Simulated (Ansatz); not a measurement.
## Electronic structure of CH3Cl3Sn in real space

Input file:

```
crystal:
  periodic: [false, false, false]
  atoms:
    - {symbol: C, position_ang: [-0.867851, -0.274914, 0.843304]}
    - {symbol: Sn, position_ang: [0.616081, 0.176910, -0.591627]}
    - {symbol: Cl, position_ang: [2.491729, -1.147107, -0.345052]}
    - {symbol: Cl, position_ang: [-0.141471, -0.135826, -2.750355]}
    - {symbol: Cl, position_ang: [1.324089, 2.369859, -0.444740]}
    - {symbol: H, position_ang: [-1.171052, -1.312402, 0.711235]}
    - {symbol: H, position_ang: [-0.445139, -0.125457, 1.835651]}
    - {symbol: H, position_ang: [-1.714285, 0.391839, 0.685985]}
basis:
  gaussian: {orbitals: def2-TZVPP}
hamiltonian: {xc: pbe0, dispersion: d4}
output: {orbitals: {seedname: orbitals}}
```

Command:

```sh
ansatz run in.yaml --threads 4 --pin off --events-out ev --progress --plain --max-ram 10444MiB
```

Geometry: PBE0-D4/def2-TZVP; core potentials replace the inner electrons of Sn.

These are results of RKS PBE0-D4/def2-TZVPP (Ansatz), not measurements.

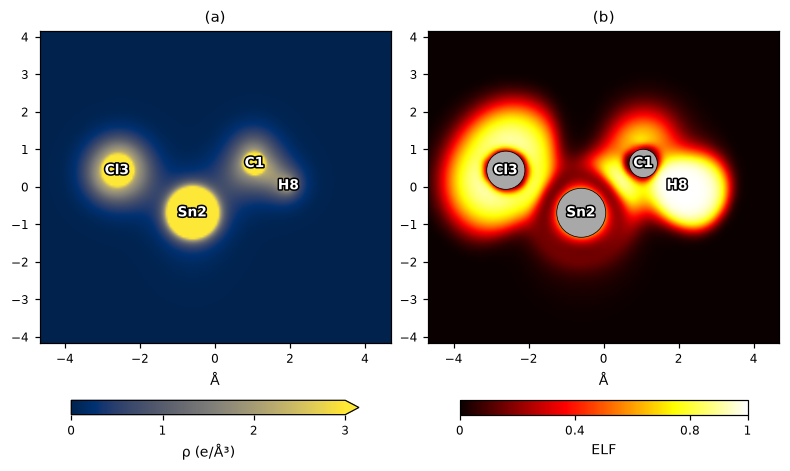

Figure 1. (a) electron density; (b) ELF on the plane of atoms Sn2, C1 and H8. Grey discs cover the atomic cores in the ELF map.

Q: Read the bonding off the picture.

A:
- The plane passes through C, Sn, Cl and H nuclei.
- C–Sn (2.11 Å): ρ is about 0.76 e/Å³ halfway; the ELF peaks at about 0.90 in the valence shell of C, 0.7 Å from its nucleus, and drops to about 0.20 between the two atoms.
- Sn–Cl (2.31 Å): ρ is about 0.64 e/Å³ halfway; the ELF peaks at about 0.80 in the valence shell of Cl, 0.8 Å from its nucleus, and drops to about 0.15 between the two atoms.
- C–H (1.09 Å): the density is about 2 e/Å³ at the midpoint; the ELF climbs to about 1 towards the hydrogen, as it does in any bond to H; an ordinary covalent bond to hydrogen.
- The ELF also peaks beside Cl3, away from the bonds: lone-pair regions.

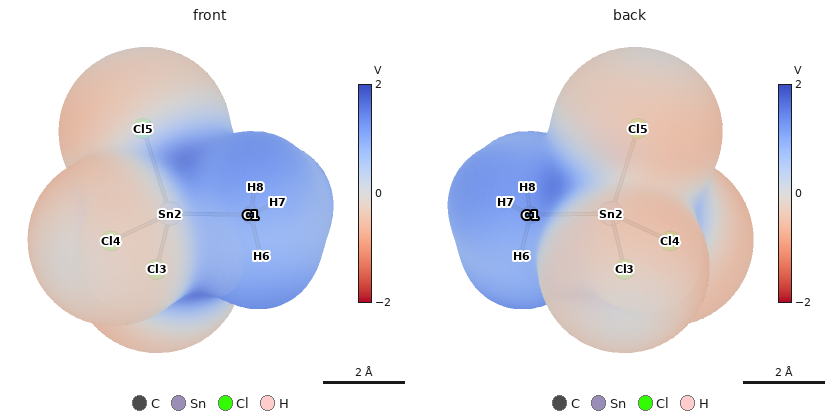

Figure 2. The molecular electrostatic potential painted on the density surface at 0.001 e/bohr³, seen from the front and from behind; the colour scale runs from red (negative) to blue (positive).

Q: Where is the surface potential most negative and most positive?

A: The most negative region (about −0.5 V) lies over Cl3, Cl4 and Cl5, the most positive (about +1.5 V) over Sn2.

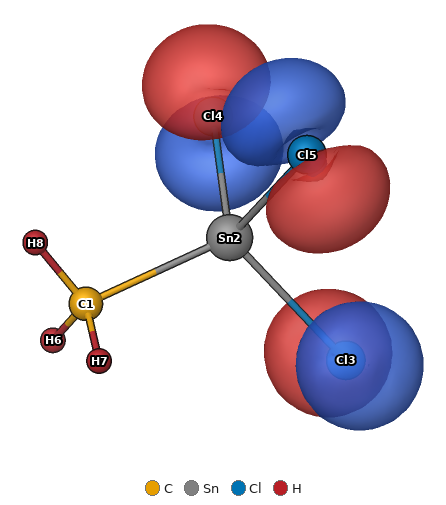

Figure 3. The HOMO−1 at ±0.15 Å⁻³ᐟ² (blue and red are the two phases), seen at an oblique angle.

Q: What is the character of this orbital?

A: By Hirshfeld shares it lies mainly on Cl4 (about 30 %), Cl3 (about 30 %) and Cl5 (about 30 %); largely a combination of lone pairs on Cl4, Cl3 and Cl5. Its energy is −9.20 eV.
